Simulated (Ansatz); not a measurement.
**TiW$_{14}$: geometry relaxation (part 2 of 2)**

Continued. System: TiW$_{14}$ (defect cell, 15 atoms in the cell). Method: DFT PBE, scalar-relativistic, plane waves, PAW, PAW set soft_1, no spin polarisation (Ansatz 0.2.0); cutoff 420 eV, 3×3×3 k-mesh, Gaussian smearing of 0.05 eV. It belongs to a series of runs on one base structure; here: end point B relaxed.

Geometry of the input (Å; fractional positions):
```
6.3200  0.0000  0.0000
0.0000  6.3200  0.0000
0.0000  0.0000  6.3200
W  0.0000  0.0000  0.0000
W  0.5000  0.0000  0.0000
W  0.0000  0.5000  0.0000
W  0.0000  0.0000  0.5000
Ti 0.0000  0.5000  0.5000
W  0.5000  0.5000  0.0000
W  0.5000  0.0000  0.5000
W  0.7500  0.2500  0.2500
W  0.2500  0.7500  0.2500
W  0.2500  0.2500  0.7500
W  0.5000  0.5000  0.5000
W  0.7500  0.7500  0.2500
W  0.7500  0.2500  0.7500
W  0.2500  0.7500  0.7500
W  0.7500  0.7500  0.7500
```

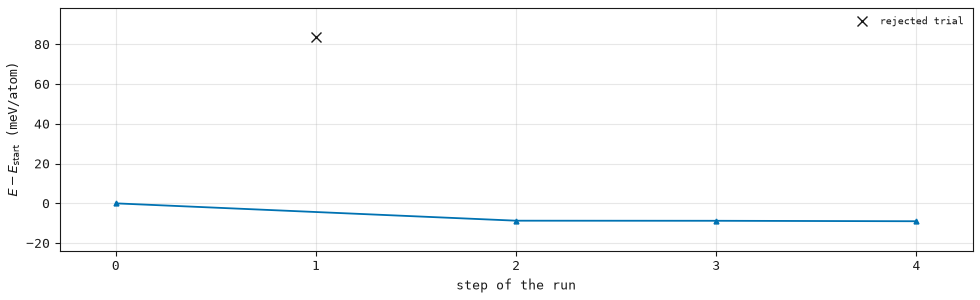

Figure 1. Progress of the relaxation, step by step (the first geometry is step 0 here and step 1 in the log).

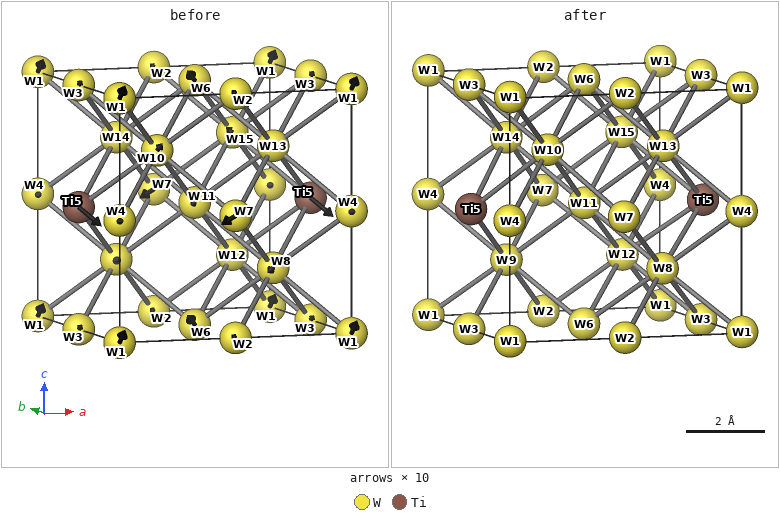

Figure 2. Before (left) and after (right) the relaxation, at one scale (ball-and-stick view of the cell of the calculation, seen slightly off an axis). The black arrows give the displacements, magnified 10 times. The atom that moves furthest is Ti5 (0.081 Å). Largest moves by element: Ti 0.081 Å, W 0.049 Å. The lattice vectors keep their values. Distances before and after: Ti5–W15 2.737 → 2.840 Å, W1–W15 2.737 → 2.778 Å, W1–W10 2.737 → 2.711 Å, W11–W15 2.737 → 2.759 Å. The energy falls by 9.0 meV per atom in 4 geometry steps. Largest force component: 0.52 eV/Å at the start, 0.019 eV/Å at the end. The line search rejected the trial step at point 1 (counted from 0) and went back. (Atoms are counted from 1 in the order of the input.)

```
SCF converged after 6 iterations
Free energy (F): -147899.670987 eV
Harris-Foulkes:  -147899.670987 eV  (|F-HF|=1.46e-10)
Internal energy: -147899.660477 eV  (E = F + TS)
E sigma→0 (E₀):  -147899.665732 eV
Entropy (-TS):   -0.010510 eV (-0.701 meV/atom)
Fermi energy:    20.085396 eV
--- Per-component energies (eV) ---
  E_band       = -1631.759412
  E_kinetic    = 6174.048091
  E_local      = -9860.117302  (includes V_loc(G=0)·N_el)
  E_nonlocal   = -293.812167
  E_hartree    = 4086.441020
  E_xc         = -3858.157147
  E_vxc        = -3376.575141  (∫ρ·V_xc dr)
  E_paw        = -121131.452430  (= ΣΔE_a)
  E_vpaw       = -2448.188862  (= ΣTr[D̂ρ^β])
  E_aug_tail   = 0.001992  (compensation charges beyond the density's cutoff)
  E_ewald      = -23016.612535
  E_smearing   = -0.010510  (= −TS)
  E_closure    = 0.000000  (closes the sum)
  Σ components = -147899.670987   (vs F -147899.670987, Δ=0.00e0)
--- Forces (eV/Å), atoms counted from 1 ---
  atom   1  W      0.01277907     0.00062577     0.00062577
  atom   2  W      0.00629751    -0.00629751    -0.00629751
  atom   3  W      0.00207631    -0.00207631    -0.01784614
  atom   4  W      0.00207631    -0.01784614    -0.00207631
  atom   5  Ti     0.00358241    -0.00358241    -0.00358241
  atom   6  W     -0.00062577    -0.01277907     0.00062577
  atom   7  W     -0.00062577     0.00062577    -0.01277907
  atom   8  W     -0.00911873     0.00483946     0.00483946
  atom   9  W     -0.00483946     0.00911873     0.00483946
  atom  10  W     -0.00483946     0.00483946     0.00911873
  atom  11  W      0.01784614    -0.00207631    -0.00207631
  atom  12  W     -0.00600064     0.00600064     0.01867871
  atom  13  W     -0.00600064     0.01867871     0.00600064
  atom  14  W     -0.01867871     0.00600064     0.00600064
  atom  15  W      0.00606657    -0.00606657    -0.00606657
  max |Σ_I F_I| component: 4.87e-6 eV/Å
--- Relaxed structure (5 steps of the walk, 4 accepted, 0 SCFs on fresh bases) ---
  F+E_penalty+E_count = -147899.67098689 eV   max|allowed force component| = 1.868e-2 eV/Å
  atoms:
    - { symbol: W, position: [0.0040611744866697694, 0.004644871737782465, 0.004644871737782465] }
    - { symbol: W, position: [0.49872059475157215, 0.0012794052484277807, 0.0012794052484277803] }
    - { symbol: W, position: [0.0010695172467101277, 0.49893048275328983, 0.002039085992718095] }
    - { symbol: W, position: [0.0010695172467101279, 0.0020390859927180956, 0.49893048275328983] }
    - { symbol: Ti, position: [0.007377216516961203, 0.49262278348303884, 0.49262278348303884] }
    - { symbol: W, position: [0.49535512826221745, 0.4959388255133302, 0.004644871737782465] }
    - { symbol: W, position: [0.49535512826221745, 0.004644871737782465, 0.4959388255133302] }
    - { symbol: W, position: [0.7468980749649605, 0.24825725284783184, 0.24825725284783184] }
    - { symbol: W, position: [0.2517427471521681, 0.7531019250350394, 0.24825725284783184] }
    - { symbol: W, position: [0.2517427471521681, 0.24825725284783184, 0.7531019250350394] }
    - { symbol: W, position: [0.4979609140072819, 0.49893048275328983, 0.49893048275328983] }
    - { symbol: W, position: [0.7505845128558865, 0.7494154871441134, 0.25045519764884955] }
    - { symbol: W, position: [0.7505845128558865, 0.25045519764884955, 0.7494154871441134] }
    - { symbol: W, position: [0.2495448023511504, 0.7494154871441134, 0.7494154871441134] }
    - { symbol: W, position: [0.7479334118874392, 0.7520665881125607, 0.7520665881125607] }
```

### Trajectory as extended XYZ (Å, eV, eV/Å), 5 frames, from step=1 to step=5
```
15
Lattice="6.3200 0.0000 0.0000 0.0000 6.3200 0.0000 0.0000 0.0000 6.3200" Properties=species:S:1:pos:R:3:forces:R:3 step=1 energy=-147899.53606
W     0.0000    0.0000    0.0000    0.5158   0.4924   0.4924
W     3.1600    0.0000    0.0000   -0.3240   0.3240   0.3240
W     0.0000    3.1600    0.0000    0.3843  -0.3843   0.3670
W     0.0000    0.0000    3.1600    0.3843   0.3670  -0.3843
Ti    0.0000    3.1600    3.1600    0.4701  -0.4701  -0.4701
W     3.1600    3.1600    0.0000   -0.4924  -0.5158   0.4924
W     3.1600    0.0000    3.1600   -0.4924   0.4924  -0.5158
W     4.7400    1.5800    1.5800   -0.3008  -0.2218  -0.2218
W     1.5800    4.7400    1.5800    0.2218   0.3008  -0.2218
W     1.5800    1.5800    4.7400    0.2218  -0.2218   0.3008
W     3.1600    3.1600    3.1600   -0.3670  -0.3843  -0.3843
W     4.7400    4.7400    1.5800    0.0119  -0.0119  -0.0161
W     4.7400    1.5800    4.7400    0.0119  -0.0161  -0.0119
W     1.5800    4.7400    4.7400    0.0161  -0.0119  -0.0119
W     4.7400    4.7400    4.7400   -0.2616   0.2616   0.2616
15
Lattice="6.3200 0.0000 0.0000 0.0000 6.3200 0.0000 0.0000 0.0000 6.3200" Properties=species:S:1:pos:R:3:forces:R:3 step=2 energy=-147898.28062 accepted=F
W     0.1112    0.1107    0.1107   -1.5106  -1.4555  -1.4555
W     3.0923    0.0677    0.0677    1.6236  -1.6236  -1.6236
W     0.0819    3.0781    0.0834   -1.4782   1.4782  -1.3238
W     0.0819    0.0834    3.0781   -1.4782  -1.3238   1.4782
Ti    0.1057    3.0543    3.0543   -0.8196   0.8196   0.8196
W     3.0493    3.0488    0.1107    1.4555   1.5106  -1.4555
W     3.0493    0.1107    3.0488    1.4555  -1.4555   1.5106
W     4.6882    1.5426    1.5426    0.5338   0.7521   0.7521
W     1.6174    4.7918    1.5426   -0.7521  -0.5338   0.7521
W     1.6174    1.5426    4.7918   -0.7521   0.7521  -0.5338
W     3.0766    3.0781    3.0781    1.3238   1.4782   1.4782
W     4.7441    4.7359    1.5795    0.1243  -0.1243   0.1021
W     4.7441    1.5795    4.7359    0.1243   0.1021  -0.1243
W     1.5805    4.7359    4.7359   -0.1021  -0.1243  -0.1243
W     4.7003    4.7797    4.7797    0.2525  -0.2525  -0.2525
15
Lattice="6.3200 0.0000 0.0000 0.0000 6.3200 0.0000 0.0000 0.0000 6.3200" Properties=species:S:1:pos:R:3:forces:R:3 step=3 energy=-147899.66686
W     0.0244    0.0277    0.0277   -0.0183  -0.0290  -0.0290
W     3.1511    0.0089    0.0089    0.0364  -0.0364  -0.0364
W     0.0152    3.1448    0.0203   -0.0923   0.0923  -0.0598
W     0.0152    0.0203    3.1448   -0.0923  -0.0598   0.0923
Ti    0.0400    3.1200    3.1200    0.0136  -0.0136  -0.0136
W     3.1323    3.1356    0.0277    0.0290   0.0183  -0.0290
W     3.1323    0.0277    3.1356    0.0290  -0.0290   0.0183
W     4.7149    1.5687    1.5687    0.0696   0.0162   0.0162
W     1.5913    4.7651    1.5687   -0.0162  -0.0696   0.0162
W     1.5913    1.5687    4.7651   -0.0162   0.0162  -0.0696
W     3.1397    3.1448    3.1448    0.0598   0.0923   0.0923
W     4.7427    4.7373    1.5840    0.0176  -0.0176  -0.0241
W     4.7427    1.5840    4.7373    0.0176  -0.0241  -0.0176
W     1.5760    4.7373    4.7373    0.0241  -0.0176  -0.0176
W     4.7312    4.7488    4.7488   -0.0613   0.0613   0.0613
15
Lattice="6.3200 0.0000 0.0000 0.0000 6.3200 0.0000 0.0000 0.0000 6.3200" Properties=species:S:1:pos:R:3:forces:R:3 step=4 energy=-147899.66756
W     0.0291    0.0279    0.0279   -0.0298   0.0231   0.0231
W     3.1469    0.0131    0.0131    0.0536  -0.0536  -0.0536
W     0.0067    3.1533    0.0065    0.0194  -0.0194   0.0733
W     0.0067    0.0065    3.1533    0.0194   0.0733  -0.0194
Ti    0.0394    3.1206    3.1206    0.0656  -0.0656  -0.0656
W     3.1321    3.1309    0.0279   -0.0231   0.0298   0.0231
W     3.1321    0.0279    3.1309   -0.0231   0.0231   0.0298
W     4.7265    1.5697    1.5697   -0.0465   0.0007   0.0007
W     1.5903    4.7535    1.5697   -0.0007   0.0465   0.0007
W     1.5903    1.5697    4.7535   -0.0007   0.0007   0.0465
W     3.1535    3.1533    3.1533   -0.0733  -0.0194  -0.0194
W     4.7430    4.7370    1.5805    0.0115  -0.0115   0.0597
W     4.7430    1.5805    4.7370    0.0115   0.0597  -0.0115
W     1.5795    4.7370    4.7370   -0.0597  -0.0115  -0.0115
W     4.7211    4.7589    4.7589    0.0759  -0.0759  -0.0759
15
Lattice="6.3200 0.0000 0.0000 0.0000 6.3200 0.0000 0.0000 0.0000 6.3200" Properties=species:S:1:pos:R:3:forces:R:3 step=5 energy=-147899.67099
W     0.0257    0.0294    0.0294    0.0128   0.0006   0.0006
W     3.1519    0.0081    0.0081    0.0063  -0.0063  -0.0063
W     0.0068    3.1532    0.0129    0.0021  -0.0021  -0.0178
W     0.0068    0.0129    3.1532    0.0021  -0.0178  -0.0021
Ti    0.0466    3.1134    3.1134    0.0036  -0.0036  -0.0036
W     3.1306    3.1343    0.0294   -0.0006  -0.0128   0.0006
W     3.1306    0.0294    3.1343   -0.0006   0.0006  -0.0128
W     4.7204    1.5690    1.5690   -0.0091   0.0048   0.0048
W     1.5910    4.7596    1.5690   -0.0048   0.0091   0.0048
W     1.5910    1.5690    4.7596   -0.0048   0.0048   0.0091
W     3.1471    3.1532    3.1532    0.0178  -0.0021  -0.0021
W     4.7437    4.7363    1.5829   -0.0060   0.0060   0.0187
W     4.7437    1.5829    4.7363   -0.0060   0.0187   0.0060
W     1.5771    4.7363    4.7363   -0.0187   0.0060   0.0060
W     4.7269    4.7531    4.7531    0.0061  -0.0061  -0.0061
```
